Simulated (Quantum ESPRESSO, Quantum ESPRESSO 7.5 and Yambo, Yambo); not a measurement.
# BaTiO3 (P4mm): G0W0 with and without spin-orbit coupling

Aim: spinor G0W0 for BaTiO3 (P4mm) beside the scalar-relativistic result.

Calculated with Quantum ESPRESSO 7.5 and Yambo 5.3.0; PBE and many-body steps on it, plane waves.

The database entry behind the starting cell differs from later determinations by our own check (c/a about 0.6 % short), so it need not match the best structure at ambient conditions.

## Step 1: The starting structure

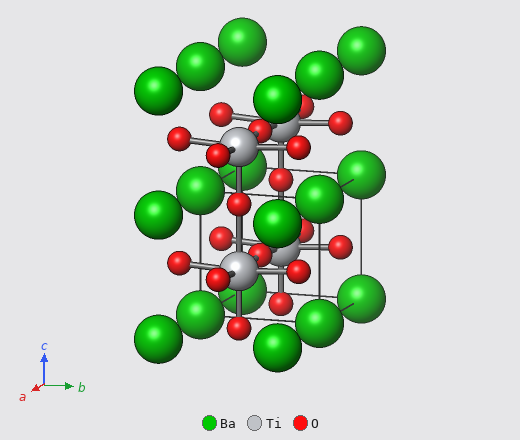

The starting structure, seen slightly off an axis (barium green, titanium light grey, oxygen red). 2×1×2 cells are drawn. Some periodic images of atoms are drawn too.

Geometry: measured (diffraction); atoms relaxed with PBE. The runs that relaxed it are not among those shown. Spin-orbit coupling is left out unless a step names it.

## Step 2: Empty states on the mesh, 4×4×4 mesh, 129 bands

This step: Quantum ESPRESSO 7.5; DFT, PBE, plane waves, norm-conserving pseudopotentials.

The sums over transitions need many empty states on a uniform mesh; this step solves for them.

The input, pw.in:

```
&control
  calculation = 'nscf'
  prefix = 'x'
  outdir = 'o'
  pseudo_dir = 'pseudo'
/
&system
  ibrav = 0
  nat = 5
  ntyp = 3
  ecutwfc = 76.0
  nbnd = 129
  force_symmorphic = .true.
/
&electrons
  conv_thr = 1e-9
  electron_maxstep = 80
  diago_full_acc = .true.
  diago_thr_init = 5e-6
/
ATOMIC_SPECIES
  Ba 137.33 Ba.upf
  Ti 47.867 Ti.upf
  O 15.999 O.upf
CELL_PARAMETERS angstrom
  3.9998000000 0.0000000000 0.0000000000
  0.0000000000 3.9998000000 0.0000000000
  0.0000000000 0.0000000000 4.0180000000
ATOMIC_POSITIONS crystal
  Ba 0.0000000000 0.0000000000 0.0007199741
  Ti 0.5000000000 0.5000000000 0.4856287386
  O 0.5000000000 0.5000000000 0.0253431139
  O 0.5000000000 0.0000000000 0.5156540867
  O 0.0000000000 0.5000000000 0.5156540867
K_POINTS automatic
  4 4 4 0 0 0
```

The run is started by

```sh
$ OMP_NUM_THREADS=1 mpirun -n 4 pw.x -nk 4 -in pw.in > pw.out
```

What it wrote:

```text
Program PWSCF v.7.5 starts

     This program is part of the open-source Quantum ESPRESSO suite
     for quantum simulation of materials; please cite
         "P. Giannozzi et al., J. Phys.:Condens. Matter 21 395502 (2009);
         "P. Giannozzi et al., J. Phys.:Condens. Matter 29 465901 (2017);
         "P. Giannozzi et al., J. Chem. Phys. 152 154105 (2020);
     in publications or presentations arising from this work. More details at

     Atomic positions and unit cell read from directory:
     o/x.save/

     Message from routine setup:
[...]
83.2861

          k = 0.0000 0.0000-0.4977 (  4878 PWs)   bands (ev):

[...]
52.0445  52.0445  54.2464  54.4668  54.4668  55.1228  55.1228  55.8472
     [... 5 further rows ...]
    79.9756  80.1185  81.0750  81.0750  82.3164  83.2546  83.2962  83.2962
    84.0314

          k = 0.0000 0.2500 0.0000 (  4831 PWs)   bands (ev):

     [... further k-points ...]

     highest occupied, lowest unoccupied level (ev):    10.4265   12.2715

     XML data file, pseudopotentials, collected wavefunctions

=------------------------------------------------------------------------------=
   JOB DONE.
=------------------------------------------------------------------------------=
```

Elapsed: 22 s, on 4 MPI ranks of Arm Neoverse V2, shared host; peak memory 0.43 GiB; 90 s of CPU time.

Numbers from this step:

| Item | Value |
| --- | --- |
| gap | 1.845 eV |
| k of the valence top | -0.5, -0.5, -0.5 |
| k of the conduction bottom | 0, 0, 0 |
| least direct gap | 2.185 eV |
| k points computed | 18 |
| lowest point of the top converged band, above the valence top | 71.0991 eV |

On this mesh the gap is 1.845 eV.

The density comes from a self-consistent run that is not shown.

## Step 3: Conversion and set-up

This step: Yambo 5.3.0; conversion and set-up on PBE, plane waves, norm-conserving pseudopotentials.

The states are converted to the many-body program's format and the q mesh is built.

The run is started by

```sh
$ (cd o/x.save; p2y > p2y.log; mv SAVE ../..); yambo > setup.log
```

What it wrote:

```text
 Yambo, version 5.3.0

 [02] CORE Variables Setup
 =========================

  [02.01] Unit cells
  ==================

  Cell kind             :  Unknown
  Atoms in the cell     :  Ba  Ti  O
  number of Ba atoms    :  1
  number of Ti atoms    :  1
  number of O  atoms    :  3

  List of atomic masses
  Mass of Ba    :  137.3300
  Mass of Ti    :  47.86700
  Mass of O     :  15.99900

  List of atomic coordinates    : [cc]
  Ba1       :  0.000000  0.000000  0.005467  order 1
  Ti1       :  3.779263  3.779263  3.687340  order 2
[...]
K/Q-points units:
 rlu = crystal or reduced units; cc = cartesian coordinates; iku = interal k-units

 Q [ 1]         [rlu]:  0.000000  0.000000  0.000000
 Q [ 2]         [rlu]:  0.000000  0.000000  0.250000
 Q [ 3]         [rlu]:  0.000000  0.000000 -0.500000
[...]
Q [ 8]         [rlu]:  0.000000 -0.500000  0.250000
 Q [ 9]         [rlu]:  0.000000 -0.500000 -0.500000
 Q [10]         [rlu]:  0.250000  0.250000  0.000000
     [... 6 further rows ...]
 Q [17]         [rlu]: -0.500000 -0.500000  0.250000
 Q [18]         [rlu]: -0.500000 -0.500000 -0.500000

  [03.01] X indexes
  =================

   [03.01.01] Sigma indexes
   ========================

 [06] Game Over & Game summary
```

Wall time 2.9 s (1 MPI rank); peak memory 0.25 GiB.

## Step 4: Scalar-relativistic

G0W0 replaces the xc potential by the self-energy, built once from these orbitals. Only a window of levels is corrected, while the sums run over the empty bands that the input names.

This step: G0W0 on PBE, plane waves, norm-conserving pseudopotentials.

The input, gw1.in:

```
HF_and_locXC
gw0
dyson
ppa
em1d
rim_cut
RandQpts= 1000000
RandGvec= 1 RL
EXXRLvcs= 76 Ry
VXCRLvcs= 304 Ry
Chimod= "HARTREE"
% BndsRnXp
 1 | 129 |
%
NGsBlkXp= 10 Ry
% LongDrXp
 1 | 1 | 1 |
%
% GbndRnge
 1 | 129 |
%
DysSolver= "n"
ExtendOut
PPAPntXp= 27.21138 eV
% QPkrange
 18 | 18 | 19 | 22 |
 1 | 1 | 19 | 22 |
%
```

The run is started by

```sh
$ OMP_NUM_THREADS=1 mpirun -n 4 yambo -F gw1.in -J gw1 -C gw1 > gw1.log
```

What it wrote:

```text
 Yambo, version 5.3.0

 [02] CORE Variables Setup
 =========================

  [... cell, symmetries and grids as in the set-up ...]

  [02.05] Energies & Occupations
  ==============================

  [X] === General ===
  [X] Electronic Temperature                        :  0.000000  0.000000 [eV K]
  [X] Bosonic    Temperature                        :  0.000000  0.000000 [eV K]
  [X] Finite Temperature mode                       : no
  [X] El. density                                   :  0.62226E+24 [cm-3]
  [X] Fermi Level                                   :  10.42650 [eV]

  [X] === Gaps and Widths ===
  [X] Conduction Band Min                           :  1.844946 [eV]
  [X] Valence Band Max                              :  0.000000 [eV]
  [X] Filled Bands                                  :  20
  [X] Empty Bands                                   :   21  129
  [X] Direct Gap                                    :  2.185195 [eV]
  [X] Direct Gap localized at k                     :  1
  [X] Indirect Gap                                  :  1.844946 [eV]
  [X] Indirect Gap between kpts                     :  18   1
  [X] Last valence band width                       :  0.921446 [eV]
  [X] 1st conduction band width                     :  2.384365 [eV]

 [03] Transferred momenta grid and indexing
 ==========================================

 IBZ Q-points                                      :  18
 BZ  Q-points                                      :   64

 K/Q-points units:
 rlu = crystal or reduced units; cc = cartesian coordinates; iku = interal k-units

 Q [ 1]         [rlu]:  0.000000  0.000000  0.000000
 Q [ 2]         [rlu]:  0.000000  0.000000  0.250000
 Q [ 3]         [rlu]:  0.000000  0.000000 -0.500000
 Q [ 4]         [rlu]:  0.000000  0.250000  0.000000
 Q [ 5]         [rlu]:  0.000000  0.250000  0.250000
 Q [ 6]         [rlu]:  0.000000  0.250000 -0.500000
 Q [ 7]         [rlu]:  0.000000 -0.500000  0.000000
 Q [ 8]         [rlu]:  0.000000 -0.500000  0.250000
 Q [ 9]         [rlu]:  0.000000 -0.500000 -0.500000
 Q [10]         [rlu]:  0.250000  0.250000  0.000000
     [... 6 further rows ...]
 Q [17]         [rlu]: -0.500000 -0.500000  0.250000
 Q [18]         [rlu]: -0.500000 -0.500000 -0.500000

 [04] Coloumb potential Random Integration (RIM)
 ===============================================

  [04.01] RIM initialization
  ==========================

  * Diagonal components only detected *

  8 x (sBL volume)        :  0.071477 [a.u.]
  sBZ random points       :  1000000
  Points outside the sBZ  :   7992674
  RL volume               :  0.571816 [a.u.]
  Integrated volume       :  0.572340 [a.u.]

  [04.02] RIM integrals
  =====================

  Gamma point sphere radius             :  0.075279 [a.u.]
  Points outside the sphere             :   799805
  [Int_sBZ(q=0) 1/q^2]*(Vol_sBZ)^(-1/3) =:  7.678263
                                 should be <:  7.795600

  Summary of Coulomb integrals for non-metallic bands |Q|[au] RIM/Bare

  Q [1] 0.100000E-4 0.984948 * Q [2] 0.206876 1.047531
  Q [4] 0.207818 1.051805 * Q [5] 0.293234 1.049190
  Q [10] 0.293899 1.050618 * Q [11] 0.359408 1.035725
  Q [3] 0.413753 1.019729 * Q [7] 0.415636 1.019337
  Q [6] 0.463012 1.018201 * Q [8] 0.464275 1.017296
  Q [13] 0.464695 1.017702 * Q [12] 0.507512 1.016101
  Q [14] 0.508664 1.015336 * Q [9] 0.586468 1.011933
  Q [16] 0.587797 1.011712 * Q [15] 0.622200 1.010847
  Q [17] 0.623140 1.010401 * Q [18] 0.718817 1.008389

 [05] Dipoles
 ============

  [05.01] Setup: observables and procedures
  =========================================

  [WARNING] [x,Vnl] slows the Dipoles computation. To neglect it rename the ns.kb_pp file

 [06] Dynamic Dielectric Matrix (PPA)
 ====================================

 [WR./gw1//ndb.pp]---------------------------------------------------------------
  Brillouin Zone Q/K grids (IBZ/BZ)                :   18   64   18   64
  RL vectors                                       :   5983 [WF]
  Coulomb cutoff potential                         : none
[...]
X matrix size                                    :  253
  X band range                                     :    1  129
  X e/h energy range                               : -1.000000 -1.000000 [eV]
  X Time ordering                                  : R
  X Hxc Kernel                                     : HARTREE
  X Drude frequency                                :  0.000000  0.000000
  X poles                                          :  100.0000 [o/o]
  RL vectors in the sum                            :   5983
  [r,Vnl] included                                 : yes
  Field direction                                  :  0.577350E-5  0.577350E-5  0.577350E-5
  BZ energy Double Grid                            : no
  BZ energy DbGd points                            : 0
  BZ Q point size factor                           : -1.000000
  X Optical Averaged directions                    : none

 [07] Local Exchange-Correlation + Non-Local Fock
 ================================================

 [VXC] Plane waves :   38811
 [EXS] Plane waves :   4945

 QP @ state[ 1 ] K range:  1  1
 QP @ state[ 1 ] b range:  19  22
 QP @ state[ 2 ] K range:  18  18
 QP @ state[ 2 ] b range:  19  22

 [xc] Functional : Perdew, Burke & Ernzerhof(X)+Perdew, Burke & Ernzerhof(C)
 [xc] LIBXC used to calculate xc functional
  PP Number of Atomic Species                      :  3
  NLCC RL compoments                               :   38811
  PP Number of Atomic Species                      :  3
  NLCC RL compoments                               :   38811

 [xc] E_xc :  -21.67160 [Ha]
      E_xc :  -43.34321 [Ry]

  Local XC kind (lXC) : Perdew, Burke & Ernzerhof(X)+Perdew, Burke & Ernzerhof(C)
  Non-Local XC kind (nlXC) : Hartree-Fock

  Corrections @ K [1] :  [eV]
 <19|nlXC|19> = -24.44848 -0.11947E-16 <19|lXC|19> = -20.02345 -0.47204E-16
 <20|nlXC|20> = -24.44835 -0.10312E-16 <20|lXC|20> = -20.02345  0.000000
 <21|nlXC|21> = -11.40013 -0.67176E-18 <21|lXC|21> = -18.77758 -0.18882E-15
 <22|nlXC|22> = -12.04196 -0.29307E-18 <22|lXC|22> = -19.04558 -0.47204E-16

  Corrections @ K [18] :  [eV]
 <19|nlXC|19> = -24.90427 -0.15702E-16 <19|lXC|19> = -19.96267  0.37763E-15
 <20|nlXC|20> = -24.94241 -0.78957E-17 <20|lXC|20> = -19.98901  0.000000
 <21|nlXC|21> = -13.11098 -0.22459E-18 <21|lXC|21> = -21.86211  0.18882E-15
 <22|nlXC|22> = -13.22005 -0.51889E-18 <22|lXC|22> = -21.87816 -0.18882E-15

  [07.01] Hartree-Fock occupations report
  =======================================

  [Hartree-Fock] === General ===
  [Hartree-Fock] Electronic Temperature             :  0.000000  0.000000 [eV K]
  [Hartree-Fock] Bosonic    Temperature             :  0.000000  0.000000 [eV K]
  [Hartree-Fock] Finite Temperature mode            : no
  [Hartree-Fock] El. density                        :  0.62226E+24 [cm-3]
  [Hartree-Fock] Fermi Level                        :  10.42650 [eV]

  [Hartree-Fock] === Gaps and Widths ===
  [Hartree-Fock] Conduction Band Min                :  1.919339 [eV]
  [Hartree-Fock] Valence Band Max                   : -0.036826 [eV]
  [Hartree-Fock] Filled Bands                       :  20
  [Hartree-Fock] Empty Bands                        :   21  129
  [Hartree-Fock] Direct Gap                         :  2.450808 [eV]
  [Hartree-Fock] Direct Gap localized at k          :  2
  [Hartree-Fock] Indirect Gap                       :  1.956164 [eV]
  [Hartree-Fock] Indirect Gap between kpts          :  17   2
  [Hartree-Fock] Last valence band width            :  4.916575 [eV]
  [Hartree-Fock] 1st conduction band width          :  11.06110 [eV]

 [08] Dyson equation: Newton solver
 ==================================

  [08.01] G0W0 (W PPA)
  ====================

  [  GW  ] Bands range     :    1  129
  [GW/PPA] G damping       :  0.100000 [eV]

  QP @ state[ 1 ] K range:  1  1
  QP @ state[ 1 ] b range:  19  22
  QP @ state[ 2 ] K range:  18  18
  QP @ state[ 2 ] b range:  19  22

   Sc/G bands                                       :    1  129
   Sc/G damping                                     :  0.100000 ev
   Sc bands terminator                              : no
   Sx RL components                                 :   4945

   QP @ state[ 1 ] K range                          :  1  1
   QP @ state[ 1 ] b range                          :  19  22
   QP @ state[ 2 ] K range                          :  18  18
   QP @ state[ 2 ] b range                          :  19  22
   GF energies kind                                 : Perdew, Burke & Ernzerhof(X)+Perdew, Burke & Ernzerhof(C)
   GF WF`s kind                                     : Perdew, Burke & Ernzerhof(X)+Perdew, Burke & Ernzerhof(C)
   Xs energies kind                                 : Perdew, Burke & Ernzerhof(X)+Perdew, Burke & Ernzerhof(C)
   Xs WF`s kind                                     : Perdew, Burke & Ernzerhof(X)+Perdew, Burke & Ernzerhof(C)

 [11] Game Over & Game summary
```

Run time: 3.9 min. Hardware: 4 MPI ranks; peak memory 2.1 GiB.

Numbers from this step:

```yaml
g0w0_gap_on_the_points_computed: 3.312 eV
starting_gap_on_the_mesh: 1.845 eV
k_of_the_valence_top: -0.5, -0.5, -0.5
k_of_the_conduction_bottom: 0, 0, 0
least_direct_g0w0_gap_on_the_computed_points: 3.663 eV
z_at_the_valence_top: 0.7633
z_at_the_conduction_bottom: 0.7772
```

The gap on the mesh goes from 1.84 eV to 3.31 eV, a correction of +1.47 eV.

## Step 5: Empty states on the mesh, 4×4×4 mesh, 258 bands

This step: Quantum ESPRESSO 7.5; DFT, PBE with spin-orbit coupling, plane waves, norm-conserving pseudopotentials.

pw.in, as its differences from that of step 2:

```diff
@@ -11,4 +11,6 @@
   ecutwfc = 76.0
-  nbnd = 129
+  nbnd = 258
   force_symmorphic = .true.
+  noncolin = .true.
+  lspinorb = .true.
 /
```

The run is started by

```sh
$ OMP_NUM_THREADS=1 mpirun -n 4 pw.x -nk 4 -in pw.in > pw.out
```

What it wrote:

```text
[banner, memory and clock lines left out]
Program PWSCF v.7.5 starts

     Atomic positions and unit cell read from directory:
     o/x.save/

     Message from routine setup:
     using ibrav=0 with symmetry is DISCOURAGED, use correct ibrav instead

     G-vector sticks info

     bravais-lattice index     =            0
     lattice parameter (alat)  =       7.5585  a.u.
     unit-cell volume          =     433.7935 (a.u.)^3
     number of atoms/cell      =            5
     number of atomic types    =            3
     number of electrons       =        40.00
[...]
k = 0.0000 0.0000 0.2489 (  4857 PWs)   bands (ev):

[...]
[... 21 further rows ...]
[...]
83.3654  83.3654

          k = 0.0000 0.0000-0.4977 (  4878 PWs)   bands (ev):

[...]
27.6920  27.6920  29.2691  29.2691  29.3667  29.3667  30.5708  30.5708
     [... 21 further rows ...]
    82.3224  82.3224  83.2630  83.2630  83.2878  83.2878  83.3068  83.3068
    83.9990  83.9991

          k = 0.0000 0.2500 0.0000 (  4831 PWs)   bands (ev):

     [... further k-points ...]

     highest occupied, lowest unoccupied level (ev):    10.4288   12.2731

     XML data file, pseudopotentials, collected wavefunctions
```

It took 2.4 min on 4 MPI ranks; peak memory 1.1 GiB; 9.7 min of CPU time.

Numbers from this step:

```yaml
gap: 1.844 eV
k_of_the_valence_top: -0.5, -0.5, -0.5
k_of_the_conduction_bottom: 0, 0, 0
least_direct_gap: 2.140 eV
k_points_computed: 18
lowest_point_of_the_top_converged_band_above_the_valence_top: 71.1033 eV
```

On this mesh the gap is 1.844 eV.

The density comes from a self-consistent run that is not shown, made with spin-orbit coupling and fully relativistic files.

(Part 1 of 2 ends here.)

[Paths, hosts, dates, memory and timing lines, banners, echoed tables and standing remarks are left out of the program output.]

[Logs are printed without paths, hosts, clocks, repeated set-up lines and the standing remarks that a program may print on its own settings, such as how far it seeks lower states.]

[Runs of the session that timed out or met a known fault of the program may be left out.]

[Hosts, paths, dates, database ids (printed as entryN), source tags and the programs' standing remarks are cut or masked in the printed files.]
